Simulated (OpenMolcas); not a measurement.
**One shape, several levels: CH6B2O (SMILES BB(C)O)**

We compute a comparison of 6 runs (HF/3-21G, B3LYP/def2-SVP, BLYP/def2-SVP, M06-L/def2-SVP, PBE0/def2-SVP, SVWN5/def2-SVP) of CH6B2O. 

The calculation is run with OpenMolcas 26.06.

**1. The molecule**

The species is CH6B2O (10 atoms), meant as a singlet with charge 0. SMILES: `BB(C)O`. The shape is that of a PBE0-D4/def2-TZVP optimisation. This is one conformer, not always the lowest.

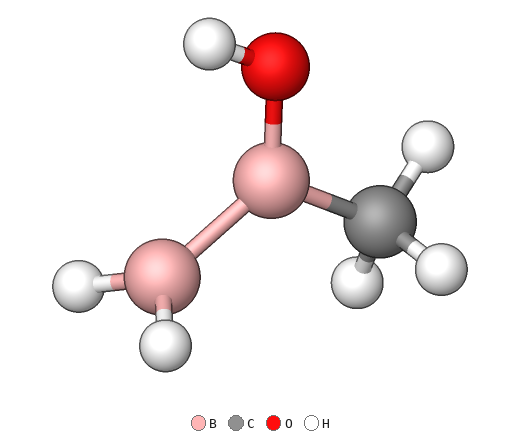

Viewed from a chosen angle; boron pink, carbon grey, oxygen red, hydrogen white.

**2. Energy and forces at HF/3-21G (run 1)**

File calc.inp:

```
&GATEWAY
  BasLib = $CurrDir
  Coord
  10
  angstrom
  B       -1.157400       0.826800      -0.622100
  B        0.289400       0.045900      -0.271000
  C        0.377300      -0.834700       1.032200
  O        1.432600       0.117800      -1.017900
  H       -2.010400       0.312100      -1.292200
  H       -1.440400       1.898900      -0.162200
  H       -0.546500      -1.371000       1.265900
  H        1.200400      -1.552500       0.975700
  H        0.572700      -0.174500       1.886700
  H        1.365300       0.679800      -1.792300
  Basis = 3-21G
  Group = NoSym

&SEWARD

&SCF
  Thresholds = 1e-10 1e-07 1e-07 1e-05
  PrOrbitals = 0

&ALASKA
```

The basis set 3-21G is read from a file made from the Basis Set Exchange's data (not shown).

Command:

```sh
$ export MOLCAS_MEM=1860
$ pymolcas calc.inp > calc.log
```

Standard output:

```text
--- Start Module: gateway ---
[...]
--- Stop Module: gateway /rc=_RC_ALL_IS_WELL_ ---
[...]
      Basis functions           48
[...]
--- Start Module: scf ---
[...]
       Convergence after  13 Iterations
[...]
::    Total SCF energy                               -164.6962941879
[...]
      Total spin, S                                     0.0000000000
[...]
      Total electronic charge=   30.000000
      Total            charge=   -0.000000
[...]
      Dipole Moment (debye):
      Origin of the operator (angstrom)=    0.3036    0.0226   -0.2290
                   X= -5.0354E-01               Y=  9.7735E-01               Z= -9.9145E-01           Total=  1.4805E+00
      Quadrupole Moment (debye*angstrom):
[...]
--- Stop Module: scf /rc=_RC_ALL_IS_WELL_ ---
--- Start Module: alaska ---
[...]
 *              Molecular gradients               *
 **************************************************
  Irreducible representation: a
 ------------------------------------------------------------------------------------------
                              X                       Y                       Z
 ------------------------------------------------------------------------------------------
  B1                9.23990151355403E-03   -3.24341753595392E-03   -3.65171036219025E-04
  B2                1.07424009527799E-02    4.80071383205627E-03   -1.08688707849043E-02
  C3                4.31859573321675E-04    4.09228890972191E-03   -8.10767064346063E-03
  O4               -9.62173906129493E-03   -3.17540402570682E-03    9.59736303778946E-03
  H5               -2.24978369558593E-03   -1.28842294075326E-03   -1.41648004556716E-03
  H6               -9.13395187571275E-04    2.50417798507563E-03    1.31719941712405E-03
  H7               -3.47717853880170E-03   -1.05974513571927E-03    6.92147161264201E-04
  H8                4.29729888862473E-03   -3.47812095170807E-03   -1.01646392932253E-04
[...]
--- Stop Module: alaska /rc=_RC_ALL_IS_WELL_ ---
[...]
```

Wall time 1.6 s (1 thread of Intel Xeon 6975P-C (Granite Rapids), shared host); peak memory 0.38 GiB.

**3. Energy and forces at B3LYP/def2-SVP (run 2)**

File calc.input:

```
* CH6B2O Kohn-Sham DFT

&GATEWAY
  BASLIB = $CurrDir
  COORD
  10
  angstrom
  B       -1.157400       0.826800      -0.622100
  B        0.289400       0.045900      -0.271000
  C        0.377300      -0.834700       1.032200
  O        1.432600       0.117800      -1.017900
  H       -2.010400       0.312100      -1.292200
  H       -1.440400       1.898900      -0.162200
  H       -0.546500      -1.371000       1.265900
  H        1.200400      -1.552500       0.975700
  H        0.572700      -0.174500       1.886700
  H        1.365300       0.679800      -1.792300
  BASIS = def2-SVP
  GROUP = NoSym

&SEWARD
  GRIDINPUT
  Grid=UltraFine
  End of Grid

&SCF
  KSDFT = B3LYP
  THRESHOLDS = 1e-10 1e-07 1e-07 1e-05
  PRORBITALS = 1

&ALASKA
```

The basis set def2-SVP is read from a file made from the Basis Set Exchange's data (not shown).

Command:

```sh
$ export MOLCAS_MEM=1860
$ pymolcas calc.input > calc.log
```

Standard output:

```text
--- Start Module: gateway ---
[...]
--- Stop Module: gateway /rc=_RC_ALL_IS_WELL_ ---
[...]
      Basis functions           86
[...]
--- Start Module: scf ---
[...]
       Convergence after  14 Iterations
[...]
::    Total KS-DFT energy                            -166.5385578499
[...]
      Total spin, S                                     0.0000000000
[...]
      Total electronic charge=   30.000000
      Total            charge=   -0.000000
[...]
      Dipole Moment (debye):
      Origin of the operator (angstrom)=    0.3036    0.0226   -0.2290
                   X= -8.5905E-02               Y=  6.8436E-01               Z= -7.9883E-01           Total=  1.0554E+00
      Quadrupole Moment (debye*angstrom):
[...]
--- Stop Module: scf /rc=_RC_ALL_IS_WELL_ ---
[...]
--- Start Module: alaska ---
[...]
 *              Molecular gradients               *
 **************************************************
  Irreducible representation: a
 ------------------------------------------------------------------------------------------
                              X                       Y                       Z
 ------------------------------------------------------------------------------------------
  B1               -3.37980461741605E-04    2.91093906075401E-04   -4.00956306008560E-04
  B2               -2.89904312248090E-03   -5.29956898830730E-04    2.41552675816892E-03
  C3                4.93620577572476E-04   -6.24831176786245E-04    1.64233974818906E-03
  O4               -1.80214122936739E-03    3.20101396016614E-03   -3.63140827445152E-03
  H5                3.61583167686863E-03    1.90533654172964E-03    2.91990892554761E-03
  H6                1.35263392098239E-03   -4.52056521091304E-03   -1.72097772553692E-03
  H7                5.13388152441951E-03    3.15648779122601E-03   -1.50305923747385E-03
  H8               -4.61930562498747E-03    4.04604314019918E-03    2.49965216261083E-04
[...]
--- Stop Module: alaska /rc=_RC_ALL_IS_WELL_ ---
[...]
```

It took 26 s on 1 thread of Intel Xeon 6975P-C (Granite Rapids), shared host; peak memory 0.47 GiB.

Runs 3 to 4 aren't shown in full; the table further down has their settings and results.

**4. Energy and gradient at PBE0/def2-SVP (run 5)**

File run.input:

```
* CH6B2O Kohn-Sham DFT

&GATEWAY
 BASLIB = $CurrDir
 BASISSET
 B.def2-SVP....
 B1 -1.157400 0.826800 -0.622100 angstrom
 B2 0.289400 0.045900 -0.271000 angstrom
 End of Basis
 BASISSET
 C.def2-SVP....
 C3 0.377300 -0.834700 1.032200 angstrom
 End of Basis
 BASISSET
 O.def2-SVP....
 O4 1.432600 0.117800 -1.017900 angstrom
 End of Basis
 BASISSET
 H.def2-SVP....
 H5 -2.010400 0.312100 -1.292200 angstrom
 H6 -1.440400 1.898900 -0.162200 angstrom
 H7 -0.546500 -1.371000 1.265900 angstrom
 H8 1.200400 -1.552500 0.975700 angstrom
 H9 0.572700 -0.174500 1.886700 angstrom
 H10 1.365300 0.679800 -1.792300 angstrom
 End of Basis

&SEWARD
 GRIDINPUT
 Grid=UltraFine
 End of Grid

&SCF
 KSDFT = PBE0
 THRESHOLDS = 1e-10 1e-07 1e-07 1e-05
 PRORBITALS = 1 2

&ALASKA
```

The basis set def2-SVP is read from a file made from the Basis Set Exchange's data (not shown).

Command:

```sh
$ export MOLCAS_MEM=1860
$ pymolcas run.input > run.log
```

Standard output:

```text
--- Start Module: gateway ---
[...]
--- Stop Module: gateway /rc=_RC_ALL_IS_WELL_ ---
[...]
      Basis functions           86
[...]
--- Start Module: scf ---
[...]
       Convergence after  14 Iterations
[...]
::    Total KS-DFT energy                            -166.3204472674
[...]
      Total spin, S                                     0.0000000000
[...]
      Total electronic charge=   30.000000
      Total            charge=   -0.000000
[...]
      Dipole Moment (debye):
      Origin of the operator (angstrom)=    0.3036    0.0226   -0.2290
                   X= -1.0793E-01               Y=  6.8203E-01               Z= -7.7707E-01           Total=  1.0395E+00
      Quadrupole Moment (debye*angstrom):
[...]
--- Stop Module: scf /rc=_RC_ALL_IS_WELL_ ---
[...]
--- Start Module: alaska ---
[...]
 *              Molecular gradients               *
 **************************************************
  Irreducible representation: a
 ------------------------------------------------------------------------------------------
                              X                       Y                       Z
 ------------------------------------------------------------------------------------------
  B1               -1.38770095487661E-03    8.25657392884871E-04   -6.39761499098279E-04
  B2               -5.31259454905264E-03    3.48825757832127E-05    2.76187635581926E-03
  C3                7.31031349502212E-04   -1.14346883874861E-03    2.20916244674996E-03
  O4                3.43586564977016E-05    1.95222572451015E-03   -2.88199575726278E-03
  H5                4.24894189773628E-03    2.37663642830466E-03    3.38810990202654E-03
  H6                1.52651701889306E-03   -5.33004632533896E-03   -2.12891966041628E-03
  H7                4.60446026287009E-03    2.67623114528570E-03   -1.22260361492588E-03
  H8               -4.17280408911669E-03    3.39560740584410E-03    4.91282570992652E-04
[...]
--- Stop Module: alaska /rc=_RC_ALL_IS_WELL_ ---
[...]
```

Run time: 25 s. Hardware: 1 thread of Intel Xeon 6975P-C (Granite Rapids), shared host; peak memory 0.47 GiB.

**5. Energy and gradient at SVWN5/def2-SVP (run 6)**

File input.xyz:

```xyz
10

B     -1.157400     0.826800    -0.622100
B      0.289400     0.045900    -0.271000
C      0.377300    -0.834700     1.032200
O      1.432600     0.117800    -1.017900
H     -2.010400     0.312100    -1.292200
H     -1.440400     1.898900    -0.162200
H     -0.546500    -1.371000     1.265900
H      1.200400    -1.552500     0.975700
H      0.572700    -0.174500     1.886700
H      1.365300     0.679800    -1.792300
```

File job.input:

```
* CH6B2O Kohn-Sham DFT

&GATEWAY
  BASLIB = $CurrDir
  COORD = input.xyz
  BASIS = def2-SVP
  GROUP = NoSym

&SEWARD
  GRIDINPUT
  Grid=UltraFine
  End of Grid

&SCF
  KSDFT = SVWN5
  THRESHOLDS = 1e-10 1e-07 1e-07 1e-05
  PRORBITALS = 0

&ALASKA
```

The basis set def2-SVP is read from a file made from the Basis Set Exchange's data (not shown).

Command:

```sh
$ export MOLCAS_MEM=1860
$ pymolcas job.input > job.log
```

Standard output:

```text
--- Start Module: gateway ---
[...]
--- Stop Module: gateway /rc=_RC_ALL_IS_WELL_ ---
[...]
      Basis functions           86
[...]
--- Start Module: scf ---
[...]
       Convergence after  16 Iterations
[...]
::    Total KS-DFT energy                            -165.0075670578
[...]
      Total spin, S                                     0.0000000000
[...]
      Total electronic charge=   30.000000
      Total            charge=   -0.000000
[...]
      Dipole Moment (debye):
      Origin of the operator (angstrom)=    0.3036    0.0226   -0.2290
                   X=  4.5671E-02               Y=  6.0931E-01               Z= -7.3131E-01           Total=  9.5297E-01
      Quadrupole Moment (debye*angstrom):
[...]
--- Stop Module: scf /rc=_RC_ALL_IS_WELL_ ---
[...]
--- Start Module: alaska ---
[...]
 *              Molecular gradients               *
 **************************************************
  Irreducible representation: a
 ------------------------------------------------------------------------------------------
                              X                       Y                       Z
 ------------------------------------------------------------------------------------------
  B1               -1.21675703029136E-02    6.71062700914060E-03   -3.47217359644958E-03
  B2               -3.13769425123489E-03   -1.09620102677743E-03    2.73830716375190E-03
  C3                2.65323710232980E-03   -7.36681348523138E-03    1.14718921218682E-02
  O4                1.42697180373474E-03    1.03037944873048E-02   -1.56276438641862E-02
  H5                7.84508092606551E-03    4.45014854360548E-03    5.96787547260069E-03
  H6                2.88774809020920E-03   -9.59865029334583E-03   -4.08053886507775E-03
  H7                9.66434400710581E-03    5.38789392071726E-03   -2.64001952042303E-03
  H8               -9.20792447315577E-03    7.18959257486951E-03    1.77000437786257E-03
[...]
--- Stop Module: alaska /rc=_RC_ALL_IS_WELL_ ---
[...]
```

Wall time 19 s (1 thread of Intel Xeon 6975P-C (Granite Rapids), shared host); peak memory 0.47 GiB.

**6. The series**

```
run           level  integration grid  energy (Eh)  dipole moment (D)  HOMO energy (eV)  LUMO energy (eV)  wall time
  1        HF/3-21G                 –  -164.696294               1.48            -10.89              2.06      1.6 s
  2  B3LYP/def2-SVP         UltraFine  -166.538558               1.06             -7.35             -1.96       26 s
  3   BLYP/def2-SVP         UltraFine  -166.446476               1.00             -6.03             -2.56       27 s
  4  M06-L/def2-SVP         UltraFine  -166.509670               1.01             -6.41             -2.00       35 s
  5   PBE0/def2-SVP         UltraFine  -166.320447               1.04             -7.57             -1.77       25 s
  6  SVWN5/def2-SVP         UltraFine  -165.007567               0.95             -6.21             -3.05       19 s
```

**7. Results**

| quantity | value |
| --- | --- |
| run 6: total energy | -165.00757 Eh |
| run 6: dipole moment | 0.95 D |
| run 6: HOMO energy | -6.21 eV |
| run 6: LUMO energy | -3.05 eV |
| run 6: HOMO–LUMO gap | 3.16 eV |
| run 6: largest force on an atom | 0.965 eV/Å |

The dipole moment (its size) runs from 0.95 D (SVWN5/def2-SVP) to 1.48 D (HF/3-21G). The two ends differ in method and basis. The HOMO–LUMO gap runs from 3.16 eV (SVWN5/def2-SVP) to 12.94 eV (HF/3-21G). Totals of different functionals can't be ranked against each other. All runs together took 2.2 min, the longest 35 s.
